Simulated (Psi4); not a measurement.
# InN2H4 (SMILES [NH2][In][NH2]): UBHLYP/def2-SVPD (core potential)

Aim: the vertical ionisation energy of InN2H4 at UBHLYP/def2-SVPD (core potential), from 2 runs. 

The calculation is run with Psi4 1.11.

## (1) The molecule

InN2H4: 7 atoms, total charge 0, spin state doublet. As SMILES, `[NH2][In][NH2]`. The shape comes from GFN2-xTB, which is rough for such elements, and wasn't checked as a minimum. This is one conformer, not always the lowest.

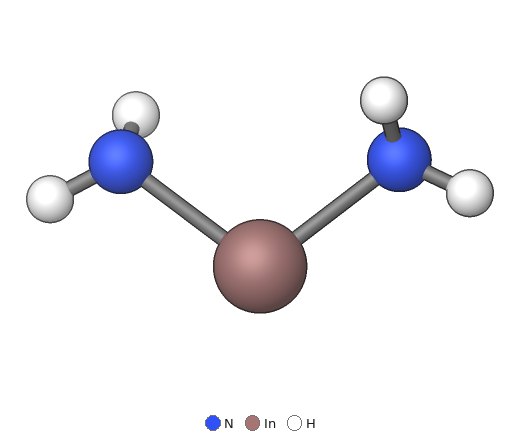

The structure, seen from a chosen angle (nitrogen blue, indium brown, hydrogen white).

## (2) A single-point energy at UBHLYP/def2-SVPD (core potential)

File input.json:

```json
{
 "schema_name": "qcschema_input",
 "schema_version": 1,
 "molecule": {
  "schema_name": "qcschema_molecule",
  "schema_version": 2,
  "symbols": ["N", "In", "N", "H", "H", "H", "H"],
  "geometry": [-3.00290709, 1.03033537, -0.87346921, -0.68107619, -0.82766225, 1.99092096, 3.14973881, -0.85755772, 0.4512288, -4.90349914, 0.9080134, -0.62143644, -2.64470951, 0.13468078, -2.53729747, 4.54322286, -1.33121757, 1.6870341, 3.53924916, 0.94342687, -0.09699964],
  "molecular_charge": 0,
  "molecular_multiplicity": 2,
  "fix_symmetry": "c1",
  "fix_com": true,
  "fix_orientation": true
 },
 "driver": "energy",
 "model": {
  "method": "bhhlyp",
  "basis": "def2-SVPD"
 },
 "keywords": {
  "reference": "uks",
  "puream": true,
  "e_convergence": 1e-09,
  "d_convergence": 1e-08,
  "scf_type": "pk",
  "dft_radial_points": 99,
  "dft_spherical_points": 590,
  "maxiter": 200,
  "scf_properties": ["DIPOLE", "QUADRUPOLE", "WIBERG_LOWDIN_INDICES"]
 }
}
```

On the command line:

```
$ psi4 --qcschema input.json -n 1 --memory 1600MB
```

stdout:

```text
[...]
    !!!  WARNING: ECP capability is in beta. Please check occupations closely.  !!!
[...]
  Running in c1 symmetry.
[...]
  Nuclear repulsion =  114.515836989222777
[...]
  Multiplicity = 2
[...]
  Nalpha       = 20
  Nbeta        = 19
[...]
    Number of basis functions: 104
[...]
   @UKS iter   1:  -301.29295633021366   -1.03680e+00   9.69975e-03 ADIIS/DIIS
[...]
   @UKS iter  15:  -301.79604032223392   -6.82121e-12   8.61008e-09 DIIS
[...]
   @S^2 Observed:                7.721870677E-01
[...]
    Orbital Energies [Eh]
    ---------------------
    Alpha Occupied:
       1A    -14.786898     2A    -14.786717     3A     -4.944356
       4A     -3.295029     5A     -3.289891     6A     -3.285719
       7A     -0.930307     8A     -0.928549     9A     -0.866037
      10A     -0.864245    11A     -0.862935    12A     -0.855848
      13A     -0.848837    14A     -0.524016    15A     -0.518238
      16A     -0.469422    17A     -0.395801    18A     -0.333171
      19A     -0.327436    20A     -0.253678
    Alpha Virtual:
      21A     -0.021408    22A      0.022632    23A      0.030383
      24A      0.047669    25A      0.084174    26A      0.085272
[...]
  @UKS Final Energy:  -301.79604032223392
   => Energetics <=
    Nuclear Repulsion Energy =            114.5158369892227768
    One-Electron Energy =                -714.4641705441791828
    Two-Electron Energy =                 314.8162032311727216
    DFT Exchange-Correlation Energy =     -16.6639099984502295
    Empirical Dispersion Energy =           0.0000000000000000
    VV10 Nonlocal Energy =                  0.0000000000000000
    Total Energy =                       -301.7960403222339210
[...]
 Multipole Moments:
 ------------------------------------------------------------------------------------
     Multipole            Electronic (a.u.)      Nuclear  (a.u.)        Total (a.u.)
 ------------------------------------------------------------------------------------
 L = 1.  Multiply by 2.5417464519 to convert [e a0] to [Debye]
 Dipole X            :         12.5334965          -12.7405146           -0.2070181
 Dipole Y            :         15.2725716          -15.5165602           -0.2439886
 Dipole Z            :        -36.6907197           37.2849578            0.5942382
 Magnitude           :                                                    0.6749118
 L = 2.  Multiply by 1.3450342976 to convert [e a0^2] to [Debye ang]
 Quadrupole XX       :       -232.5566799          206.5152500          -26.0414299
 Quadrupole XY       :         38.6533581          -36.2454973            2.4078609
[...]
```

The result, in JSON:

```text
{
 "driver": "energy",
 "model": {
  "method": "bhhlyp",
  "basis": "def2-SVPD"
 },
 "success": true,
 "return_result": -301.7960403222339,
 "properties": {
  "calcinfo_nbasis": 104,
  "calcinfo_nmo": 104,
  "calcinfo_nalpha": 20,
  "calcinfo_nbeta": 19,
  "calcinfo_natom": 7,
  "nuclear_repulsion_energy": 114.51583698922278,
  "return_energy": -301.7960403222339,
  "scf_one_electron_energy": -714.4641705441792,
  "scf_two_electron_energy": 314.8162032311727,
  "scf_xc_energy": -16.66390999845023,
  "scf_dipole_moment": [-0.20701806529767985, -0.24398860414258294, 0.5942381774652148],
  "scf_total_energy": -301.7960403222339,
  "scf_iterations": 15
 }
}
```

It took 24 s on 1 thread of Intel Xeon 6975P-C (Granite Rapids), shared host; peak memory 0.7 GiB.

## (3) The singlet cation, same level

File h4inn2.dat:

```
memory 1600 mb

molecule molecule1 {
  1 1
  N     -3.00290709     1.03033537    -0.87346921
  In    -0.68107619    -0.82766225     1.99092096
  N      3.14973881    -0.85755772     0.45122880
  H     -4.90349914     0.90801340    -0.62143644
  H     -2.64470951     0.13468078    -2.53729747
  H      4.54322286    -1.33121757     1.68703410
  H      3.53924916     0.94342687    -0.09699964
  units au
  symmetry c1
}

set puream true
set e_convergence 1e-09
set d_convergence 1e-08
set scf_type pk
set dft_radial_points 99
set dft_spherical_points 590

result, w = energy("bhhlyp/def2-SVPD", return_wfn=True)
oeprop(w, "DIPOLE", "MULLIKEN_CHARGES", "MAYER_INDICES", title="BHHLYP")
```

On the command line:

```
$ psi4 -n 1 h4inn2.dat h4inn2.out
```

h4inn2.out:

```text
[...]
    !!!  WARNING: ECP capability is in beta. Please check occupations closely.  !!!
[...]
  Running in c1 symmetry.
[...]
  Nuclear repulsion =  114.515836989222763
[...]
  Multiplicity = 1
[...]
  Nalpha       = 19
  Nbeta        = 19
[...]
    Number of basis functions: 104
[...]
   @RKS iter   1:  -301.05979191679830   -8.02666e-01   8.80391e-03 DIIS/ADIIS
[...]
   @RKS iter  13:  -301.49910369062121   -5.17275e-12   5.32332e-09 DIIS
[...]
    Orbital Energies [Eh]
    ---------------------
    Doubly Occupied:
       1A    -15.022917     2A    -15.022713     3A     -5.202852
       4A     -3.552631     5A     -3.550815     6A     -3.543722
       7A     -1.155463     8A     -1.149379     9A     -1.124457
      10A     -1.121715    11A     -1.118006    12A     -1.102854
      13A     -1.093251    14A     -0.738983    15A     -0.733043
      16A     -0.681081    17A     -0.609830    18A     -0.536441
      19A     -0.510641
[...]
  @RKS Final Energy:  -301.49910369062121
   => Energetics <=
    Nuclear Repulsion Energy =            114.5158369892227626
    One-Electron Energy =                -705.1230020740473492
    Two-Electron Energy =                 305.6149325566555603
    DFT Exchange-Correlation Energy =     -16.5068711624521676
    Empirical Dispersion Energy =           0.0000000000000000
    VV10 Nonlocal Energy =                  0.0000000000000000
    Total Energy =                       -301.4991036906212116
[...]
 Multipole Moments:
 ------------------------------------------------------------------------------------
     Multipole            Electronic (a.u.)      Nuclear  (a.u.)        Total (a.u.)
 ------------------------------------------------------------------------------------
 L = 1.  Multiply by 2.5417464519 to convert [e a0] to [Debye]
 Dipole X            :         -7.5405176            7.3415588           -0.1989588
 Dipole Y            :         -9.1415408            8.9072297           -0.2343111
 Dipole Z            :         22.0133586          -21.4430078            0.5703508
 Magnitude           :                                                    0.6479092
[...]
  Mulliken Charges: (a.u.)
   Center  Symbol    Alpha    Beta     Spin     Total
       1     N     3.52725  3.52725  0.00000 -0.05449
       2    IN    10.00840 10.00840  0.00000  0.98320
       3     N     3.52769  3.52769  0.00000 -0.05537
       4     H     0.49578  0.49578  0.00000  0.00845
       5     H     0.47266  0.47266  0.00000  0.05468
       6     H     0.49531  0.49531  0.00000  0.00937
       7     H     0.47292  0.47292  0.00000  0.05416
   Total alpha = 19.00000, Total beta = 19.00000, Total charge =  1.00000
  Mayer Bond Indices:
[...]
```

Wall time 15 s (1 thread of Intel Xeon 6975P-C (Granite Rapids), shared host); peak memory 0.7 GiB.

## (4) Outcome

Level: UBHLYP/def2-SVPD (core potential).

```
                                          quantity          value
                      doublet InN2H4: total energy  -301.79604 Eh
                     doublet InN2H4: dipole moment         1.72 D
doublet InN2H4: HOMO energy (highest over α and β)       -6.90 eV
 doublet InN2H4: LUMO energy (lowest over α and β)       -2.55 eV
                              doublet InN2H4: ⟨S²⟩          0.772
                      singlet cation: total energy  -301.49910 Eh
                       singlet cation: HOMO energy      -13.90 eV
                       singlet cation: LUMO energy       -9.25 eV
                     singlet cation: HOMO–LUMO gap        4.65 eV
vertical ionisation energy (to the singlet cation)       8.080 eV
```

**Reading.** The vertical ionisation energy comes to 8.08 eV (186 kcal/mol). Only the singlet of the ionised species was computed; a triplet could lie lower. Mulliken charges (singlet cation) run from -0.06 on N3 to +0.98 on In2; in a basis this large or diffuse they mean little.
